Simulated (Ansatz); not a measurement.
## Geometry relaxation of Si₂H₇OF₃ (part 2 of 3)

Si₂H₇OF₃; RKS PBE0-D4/def2-TZVP (Ansatz 0.2.0). The geometry is a transition state displaced along its imaginary mode. The reaction was set up to form Si1–O7, H6–F9 and Si2–H8 and to break Si1–Si2, H6–O7 and H8–F9 (atoms counted from 1 in the order of the input); sticks are drawn by distance alone.

Geometry of the input (Å):
```
Si -1.1387  0.1571  -0.2673
Si 1.0808  -0.8992  -0.8416
F  -1.5321  -1.0275  -1.3044
F  -1.3495  1.4064  -1.2450
H  -2.1595  -0.1239  0.7701
H  0.1155  0.9031  1.6903
O  -0.4485  1.4905  1.0153
H  0.4713  -0.6146  1.0346
F  0.5733  -0.4083  1.8805
H  0.9168  -2.3328  -1.0253
H  0.9382  -0.1392  -2.0775
H  2.4554  -0.6202  -0.2706
H  0.0769  2.2086  0.6410
```

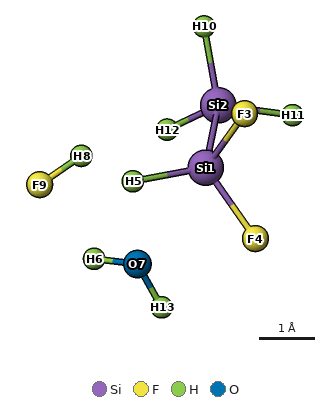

Fig. 1: The geometry at step 12 of the log (ball-and-stick view, seen at a tilt; atoms are numbered from 1 in the order of the input).

Trajectory as extended XYZ, continued
```
13
Properties=species:S:1:pos:R:3:forces:R:3 step=3 energy=-26058.62038
Si   -1.1272    0.1135   -0.3628   -0.2488  -0.4371  -0.4290
Si    1.0060   -0.8425   -0.9305   -0.0409   0.1138  -0.2133
F    -1.6998   -0.9911   -1.4306   -0.0799   0.1031   0.0089
F    -1.3752    1.4323   -1.2445   -0.0018   0.0312   0.0109
H    -2.0753   -0.1623    0.7370    0.1184  -0.0207   0.0100
H     0.0909    0.9679    1.6687   -0.2087   0.5387  -0.2408
O    -0.4200    1.4668    0.9830    0.1614   0.1871   0.3095
H     0.6059   -0.7657    1.3095    0.1210   0.4826   1.3419
F     0.6575   -0.3866    2.2084    0.1359  -0.9181  -0.9323
H     0.8978   -2.3172   -1.0691    0.0419   0.0380   0.0176
H     1.0531   -0.1927   -2.2738    0.0994  -0.0939   0.0712
H     2.2841   -0.5123   -0.2165   -0.1437  -0.0060   0.0128
H     0.1020    2.1899    0.6213    0.0458  -0.0188   0.0328
13
Properties=species:S:1:pos:R:3:forces:R:3 step=4 energy=-26058.84007
Si   -1.1686    0.0541   -0.4489    0.0069  -0.1784  -0.7806
Si    0.9630   -0.8238   -1.0453    0.0238   0.1403   0.2320
F    -1.8247   -0.9806   -1.5401   -0.1085   0.2610   0.2272
F    -1.4117    1.4474   -1.2239   -0.1107  -0.2723   0.1317
H    -2.0059   -0.2587    0.7307    0.0969   0.0861  -0.0452
H     0.1200    1.0648    1.7302   -0.2942   0.4637  -0.4716
O    -0.3677    1.4888    0.9866    0.3332   0.0253   0.4397
H     0.6294   -0.7878    1.5068    0.2027   0.3716   1.1653
F     0.6789   -0.3941    2.3766    0.0265  -0.7004  -0.9809
H     0.9210   -2.3079   -1.1005   -0.0318   0.0109  -0.0517
H     1.1644   -0.2449   -2.4050    0.0460  -0.0690   0.1047
H     2.1438   -0.4671   -0.1858   -0.1064   0.0242  -0.0648
H     0.1579    2.2097    0.6186   -0.0844  -0.1628   0.0941
13
Properties=species:S:1:pos:R:3:forces:R:3 step=5 energy=-26058.98596
Si   -1.2004    0.0200   -0.5540   -0.7729  -0.0209  -0.6405
Si    0.9373   -0.7983   -1.0625    0.2842   0.0324  -0.1980
F    -1.9835   -0.9648   -1.6156    0.3330   0.4489   0.4956
F    -1.4812    1.4559   -1.2489    0.0821  -0.5624   0.2824
H    -1.9264   -0.2840    0.7102    0.1047   0.0630  -0.2591
H     0.1293    1.1278    1.7389   -0.0296   0.0863  -0.0408
O    -0.3399    1.5028    0.9792    0.0693   0.0864   0.0361
H     0.7480   -0.8580    1.6403    0.0882   0.2126   0.6782
F     0.6997   -0.4377    2.4792    0.0815  -0.3721  -0.5528
H     0.9142   -2.2865   -1.1053   -0.0377   0.0295  -0.0021
H     1.2452   -0.2725   -2.4327    0.0257  -0.0764   0.2325
H     2.0762   -0.4267   -0.1445   -0.2558   0.0170  -0.0579
H     0.1816    2.2221    0.6157    0.0273   0.0558   0.0264
13
Properties=species:S:1:pos:R:3:forces:R:3 step=6 energy=-26059.06463
Si   -1.2507   -0.0132   -0.6273   -0.8483   0.0952  -0.8308
Si    0.9023   -0.7959   -1.1135    0.3692   0.1633   0.0743
F    -2.0759   -0.9654   -1.6835    0.3781   0.4410   0.5590
F    -1.5263    1.4476   -1.2758    0.1107  -0.6617   0.3840
H    -1.9369   -0.3128    0.6646    0.1694   0.1295  -0.2966
H     0.1629    1.1757    1.7610   -0.0634   0.0607  -0.1228
O    -0.3011    1.5283    0.9879    0.0837  -0.0102   0.0737
H     0.8964   -0.9095    1.7554    0.0876   0.0527   0.1691
F     0.7445   -0.4602    2.5538    0.0504  -0.1118  -0.1143
H     0.8961   -2.2847   -1.1197   -0.0129   0.0188  -0.0131
H     1.3454   -0.2967   -2.4610   -0.0742  -0.0767   0.3178
H     1.9335   -0.3757   -0.0797   -0.2479  -0.1115  -0.2361
H     0.2095    2.2625    0.6377   -0.0024   0.0107   0.0358
13
Properties=species:S:1:pos:R:3:forces:R:3 step=7 energy=-26059.12110
Si   -1.3300   -0.0379   -0.7422   -0.9243   0.0167  -0.6190
Si    0.8648   -0.8023   -1.0850    0.3597   0.4001  -0.0065
F    -2.1971   -0.9709   -1.7683    0.5185   0.3293   0.4757
F    -1.6173    1.4251   -1.3576    0.2590  -0.4854   0.3901
H    -1.9892   -0.2975    0.5684    0.1719   0.1308  -0.2210
H     0.2327    1.1671    1.7404    0.1267  -0.0340   0.1598
O    -0.2642    1.5515    1.0139   -0.1654   0.0990  -0.3048
H     1.0773   -0.9629    1.8015    0.0294   0.2644   0.3671
F     0.9178   -0.4700    2.5785    0.0571  -0.2501  -0.3400
H     0.8520   -2.2861   -1.1161    0.0257  -0.0644   0.0329
H     1.4472   -0.2920   -2.3771   -0.1484  -0.1016   0.3204
H     1.8027   -0.3580    0.0336   -0.3080  -0.2470  -0.3328
H     0.2030    2.3341    0.7099   -0.0018  -0.0579   0.0782
13
Properties=species:S:1:pos:R:3:forces:R:3 step=8 energy=-26059.17387
Si   -1.3593   -0.0431   -0.7826   -0.5641   0.0422  -0.4485
Si    0.8383   -0.8212   -1.0797    0.1321   0.2151   0.0179
F    -2.2064   -0.9557   -1.8270    0.3468   0.2204   0.3551
F    -1.6005    1.4304   -1.3745    0.1609  -0.3434   0.2672
H    -2.0222   -0.2852    0.5220    0.0788   0.0817  -0.1531
H     0.1817    1.1412    1.7685    0.0900   0.0386   0.0702
O    -0.2837    1.5377    1.0247   -0.1054   0.0387  -0.2085
H     1.2354   -0.8701    1.8092    0.0133   0.1702   0.1964
F     1.0147   -0.4234    2.5972    0.0445  -0.1484  -0.1913
H     0.8098   -2.3036   -1.1511    0.0268  -0.0559   0.0084
H     1.4559   -0.2841   -2.3360   -0.0673  -0.0562   0.2427
H     1.7357   -0.4435    0.0806   -0.1499  -0.1290  -0.2523
H     0.2003    2.3206    0.7487   -0.0066  -0.0739   0.0959
13
Properties=species:S:1:pos:R:3:forces:R:3 step=9 energy=-26059.21069
Si   -1.4068   -0.0412   -0.8212    0.1322  -0.0659  -0.0866
Si    0.7916   -0.8348   -1.0479    0.0117  -0.0560   0.0385
F    -2.1834   -0.9394   -1.9057   -0.0161   0.0765   0.0770
F    -1.5673    1.4460   -1.3744   -0.0318  -0.0531   0.0477
H    -2.1091   -0.2623    0.4554   -0.0561   0.0339  -0.0493
H     0.1784    1.1508    1.8068   -0.0917  -0.1016  -0.0791
O    -0.2584    1.4553    1.0003    0.1822   0.2322   0.1610
H     1.4026   -0.7615    1.7938   -0.0121   0.0643   0.0106
F     1.1118   -0.4142    2.6066    0.0396  -0.0362  -0.0123
H     0.7623   -2.3191   -1.1380    0.0140  -0.0168  -0.0283
H     1.4424   -0.2871   -2.2656    0.0019   0.0148  -0.0171
H     1.7095   -0.5066    0.0907   -0.0510  -0.0203  -0.0013
H     0.1261    2.3140    0.7991   -0.1230  -0.0718  -0.0610
13
Properties=species:S:1:pos:R:3:forces:R:3 step=10 energy=-26059.21883
Si   -1.4224   -0.0593   -0.8716    0.1576   0.0504   0.0449
Si    0.7672   -0.9093   -1.0467   -0.0522   0.0001  -0.0502
F    -2.2085   -0.9136   -1.9733   -0.0603  -0.0417  -0.0617
F    -1.5274    1.4415   -1.3918    0.0103  -0.0176  -0.0217
H    -2.1551   -0.2529    0.3873   -0.0492  -0.0005   0.0479
H     0.1496    1.1325    1.8511   -0.0456   0.0310  -0.0469
O    -0.2945    1.4890    1.0703    0.1868   0.1570   0.0544
H     1.4995   -0.6203    1.7242   -0.1592   0.1664   0.5793
F     1.2806   -0.3422    2.5998    0.1365  -0.1443  -0.5680
H     0.7358   -2.3897   -1.2060   -0.0085   0.0511   0.0119
H     1.4731   -0.3108   -2.2115   -0.0023  -0.0023   0.0389
H     1.6281   -0.6332    0.1452    0.0238  -0.0054  -0.0357
H     0.0739    2.3684    0.9229   -0.1376  -0.2442   0.0068
13
Properties=species:S:1:pos:R:3:forces:R:3 step=11 energy=-26059.22705
Si   -1.4098   -0.0545   -0.8571    0.0906  -0.0095   0.0016
Si    0.7751   -0.8991   -1.0624   -0.0254  -0.0321   0.0185
F    -2.2097   -0.9097   -1.9519   -0.0326  -0.0172  -0.0208
F    -1.5122    1.4424   -1.3892   -0.0062   0.0333  -0.0065
H    -2.1409   -0.2433    0.4056   -0.0323  -0.0089   0.0103
H     0.1579    1.1388    1.8550   -0.0486   0.0103  -0.0582
O    -0.2827    1.4566    1.0559    0.1047   0.0152   0.1015
H     1.4491   -0.6396    1.7588   -0.0427   0.1102   0.2963
F     1.2668   -0.3263    2.6234    0.0492  -0.0982  -0.3203
H     0.7365   -2.3790   -1.2126   -0.0030   0.0221  -0.0127
H     1.4681   -0.3051   -2.2356   -0.0058   0.0060   0.0111
H     1.6537   -0.6246    0.1172    0.0016  -0.0029   0.0113
H     0.0479    2.3433    0.8931   -0.0496  -0.0284  -0.0322
13
Properties=species:S:1:pos:R:3:forces:R:3 step=12 energy=-26059.22921
Si   -1.4066   -0.0542   -0.8540    0.0046  -0.0414  -0.0032
Si    0.7719   -0.9059   -1.0592    0.0080  -0.0269   0.0453
F    -2.2138   -0.8965   -1.9565    0.0107   0.0085   0.0120
F    -1.4895    1.4453   -1.3846   -0.0143   0.0489   0.0038
H    -2.1537   -0.2386    0.4021   -0.0047  -0.0059  -0.0204
H     0.1785    1.1600    1.8662   -0.0920  -0.0362  -0.1205
O    -0.2645    1.4268    1.0489    0.1710   0.1646   0.1395
H     1.4909   -0.6156    1.7642   -0.0606   0.0347   0.1202
F     1.2490   -0.3308    2.6202    0.0688  -0.0323  -0.1148
H     0.7252   -2.3825   -1.2240    0.0075  -0.0046  -0.0174
H     1.4656   -0.3015   -2.2261   -0.0053   0.0046  -0.0033
H     1.6557   -0.6456    0.1206   -0.0104  -0.0076  -0.0106
H    -0.0089    2.3390    0.8822   -0.0830  -0.1063  -0.0305
13
Properties=species:S:1:pos:R:3:forces:R:3 step=13 energy=-26059.23341
Si   -1.4162   -0.0656   -0.8613   -0.0426   0.0319  -0.1269
Si    0.7545   -0.9354   -1.0604    0.0884   0.0805  -0.0160
F    -2.2163   -0.8605   -2.0040    0.0120   0.0093   0.0111
F    -1.5246    1.4595   -1.3223    0.0213  -0.1108   0.0195
H    -2.1743   -0.3182    0.3745    0.0019   0.0618   0.0827
H     0.1921    1.1946    1.8613   -0.0171   0.0816  -0.1176
O    -0.1453    1.4215    0.9849    0.0354  -0.2103   0.1174
H     1.4687   -0.5978    1.8286    0.0520  -0.0661  -0.1922
F     1.3280   -0.2548    2.6783   -0.0539   0.0679   0.1835
H     0.7202   -2.3967   -1.3276   -0.0485  -0.0134   0.0117
H     1.4732   -0.2688   -2.1792   -0.0027   0.0138   0.0319
H     1.6018   -0.7458    0.1574   -0.0185  -0.0346  -0.0134
H    -0.0619    2.3681    0.8697   -0.0276   0.0885   0.0082
13
Properties=species:S:1:pos:R:3:forces:R:3 step=14 energy=-26059.12002 accepted=F
Si   -1.4272   -0.1196   -0.8808    0.1333   0.2749   0.4339
Si    0.8008   -0.8615   -1.0420   -0.5973  -0.5478  -0.0597
F    -2.2628   -0.9694   -1.9574    0.1513   0.0909   0.1977
F    -1.4560    1.3802   -1.4199   -0.2095   0.1559  -0.1604
H    -2.1558   -0.1748    0.4218    0.0468  -0.2126  -0.4032
H     0.2645    1.1862    1.8206   -0.0080  -0.2004   0.1266
O    -0.1482    1.3481    0.9664    0.1854   1.0848   0.0179
H     1.4903   -0.5967    1.8412   -0.1553   0.2707   0.6787
F     1.3069   -0.2371    2.6958    0.1842  -0.2944  -0.6750
H     0.5537   -2.3063   -1.3916    0.4856   0.2126  -0.0554
H     1.5192   -0.1117   -2.1107    0.0070  -0.1356   0.0931
H     1.6485   -0.8541    0.1970   -0.1114   0.0302  -0.1083
H    -0.1343    2.3168    0.8595   -0.1120  -0.7293  -0.0858
13
Properties=species:S:1:pos:R:3:forces:R:3 step=15 energy=-26059.24706
Si   -1.4229   -0.0779   -0.8646   -0.0207   0.0216   0.0096
Si    0.7556   -0.9305   -1.0619    0.0182  -0.0107  -0.0277
F    -2.2400   -0.8923   -1.9793    0.0053   0.0124   0.0190
F    -1.5244    1.4397   -1.3483    0.0055  -0.0462   0.0010
H    -2.1638   -0.2785    0.3956    0.0131   0.0110  -0.0151
H     0.2386    1.2172    1.8409   -0.0301  -0.0076  -0.0603
O    -0.1065    1.4027    0.9588    0.0787   0.1823   0.0563
H     1.4740   -0.5940    1.8498   -0.0101   0.0426   0.1091
F     1.3304   -0.2391    2.7006    0.0097  -0.0435  -0.1210
H     0.7036   -2.3771   -1.4149    0.0065   0.0543   0.0074
H     1.5053   -0.1970   -2.1181   -0.0099  -0.0146   0.0536
H     1.5658   -0.8321    0.1916   -0.0212  -0.0263  -0.0241
H    -0.1158    2.3590    0.8499   -0.0450  -0.1754  -0.0078
13
Properties=species:S:1:pos:R:3:forces:R:3 step=16 energy=-26059.25928
Si   -1.4217   -0.0825   -0.8470   -0.0138  -0.0104   0.0461
Si    0.7573   -0.9269   -1.0613    0.0659  -0.0217   0.0027
F    -2.2630   -0.9106   -1.9325    0.0002   0.0094   0.0148
F    -1.5333    1.4286   -1.3475   -0.0019   0.0000  -0.0156
H    -2.1398   -0.2568    0.4310    0.0102  -0.0044  -0.0238
H     0.2386    1.2410    1.8149   -0.0351  -0.0483  -0.1292
O    -0.0296    1.3976    0.8996    0.0696   0.2870   0.1335
H     1.4712   -0.5951    1.8613   -0.0357   0.0564   0.1327
F     1.2952   -0.2439    2.7080    0.0271  -0.0536  -0.1331
H     0.7123   -2.3509   -1.4985    0.0072   0.0628  -0.0038
H     1.5370   -0.1315   -2.0500   -0.0303  -0.0287   0.0612
H     1.5371   -0.9165    0.2178   -0.0449  -0.0194  -0.0533
H    -0.1614    2.3477    0.8042   -0.0186  -0.2292  -0.0321
13
Properties=species:S:1:pos:R:3:forces:R:3 step=17 energy=-26059.24356 accepted=F
Si   -1.4154   -0.0895   -0.8179    0.0256  -0.0615   0.0064
Si    0.7650   -0.9237   -1.0513    0.1384  -0.0487  -0.0206
F    -2.2829   -0.9365   -1.8685    0.0093   0.0281   0.0504
F    -1.5358    1.4116   -1.3456   -0.0352   0.0361  -0.0163
H    -2.1109   -0.2316    0.4782    0.0171   0.0048  -0.0233
H     0.2507    1.2551    1.7630   -0.0213  -0.1030  -0.4996
O     0.0877    1.4064    0.8135   -0.4121   1.4620   0.6110
H     1.4244   -0.5955    1.8612    0.0581  -0.1072  -0.2139
F     1.2638   -0.2485    2.7052   -0.0661   0.1019   0.2243
H     0.7183   -2.3134   -1.6039    0.0418   0.1562   0.0474
H     1.5725   -0.0488   -1.9568   -0.0926  -0.1160   0.1415
H     1.5064   -1.0244    0.2562   -0.1062  -0.0127  -0.1816
H    -0.2440    2.3388    0.7667    0.4432  -1.3398  -0.1258
13
Properties=species:S:1:pos:R:3:forces:R:3 step=18 energy=-26059.26816
Si   -1.4245   -0.0875   -0.8337   -0.0008  -0.0374   0.0126
Si    0.7571   -0.9228   -1.0547    0.0664  -0.0081  -0.0119
F    -2.2723   -0.9349   -1.8995   -0.0047   0.0146   0.0287
F    -1.5450    1.4146   -1.3587   -0.0017   0.0108   0.0027
H    -2.1336   -0.2420    0.4520    0.0119   0.0023  -0.0164
H     0.2484    1.2406    1.7892   -0.0224  -0.0344  -0.1085
O     0.0167    1.4046    0.8657    0.0346   0.2236   0.1044
H     1.4548   -0.6007    1.8667   -0.0110   0.0101   0.0337
F     1.2722   -0.2434    2.7073    0.0025  -0.0115  -0.0304
H     0.7251   -2.3259   -1.5556    0.0046   0.0584   0.0067
H     1.5474   -0.0831   -1.9965   -0.0273  -0.0261   0.0580
H     1.5178   -0.9663    0.2349   -0.0450  -0.0235  -0.0455
H    -0.1643    2.3468    0.7827   -0.0071  -0.1788  -0.0340
13
Properties=species:S:1:pos:R:3:forces:R:3 step=19 energy=-26059.27778
Si   -1.4223   -0.0921   -0.8218   -0.0215  -0.0353  -0.0205
Si    0.7605   -0.9197   -1.0528    0.0735  -0.0121  -0.0287
F    -2.2931   -0.9467   -1.8639    0.0241   0.0209   0.0450
F    -1.5548    1.4059   -1.3571   -0.0036   0.0083   0.0027
H    -2.1107   -0.2348    0.4762    0.0105   0.0070   0.0035
H     0.2577    1.2426    1.7542   -0.0105  -0.0153  -0.1134
O     0.0676    1.4197    0.8233   -0.0161   0.2285   0.1106
H     1.4439   -0.6133    1.8760   -0.0055  -0.0016   0.0070
F     1.2472   -0.2400    2.7058   -0.0069   0.0012  -0.0025
H     0.7398   -2.3017   -1.6113    0.0020   0.0686   0.0095
H     1.5712   -0.0409   -1.9405   -0.0365  -0.0372   0.0677
H     1.4872   -1.0241    0.2531   -0.0416  -0.0152  -0.0482
H    -0.1945    2.3452    0.7587    0.0322  -0.2178  -0.0327
13
Properties=species:S:1:pos:R:3:forces:R:3 step=20 energy=-26059.28554
Si   -1.4169   -0.0928   -0.7984    0.0025  -0.0963  -0.0937
Si    0.7663   -0.9104   -1.0528    0.0864  -0.0147  -0.0278
F    -2.3075   -0.9709   -1.8051    0.0244   0.0442   0.0754
F    -1.5703    1.3946   -1.3599   -0.0061   0.0162   0.0364
H    -2.0766   -0.2132    0.5174    0.0079   0.0188   0.0014
H     0.2857    1.2514    1.7067    0.0019  -0.0264  -0.1046
O     0.1372    1.4267    0.7677   -0.2247   0.5350   0.0944
H     1.4137   -0.6318    1.8942   -0.0070   0.0008   0.0225
F     1.2089   -0.2314    2.7094   -0.0030  -0.0071  -0.0262
H     0.7507   -2.2565   -1.6993    0.0188   0.1075   0.0368
H     1.6071    0.0217   -1.8579   -0.0696  -0.0774   0.0892
H     1.4458   -1.1047    0.2716   -0.0456  -0.0112  -0.0805
H    -0.2443    2.3173    0.7063    0.2141  -0.4894  -0.0233
```
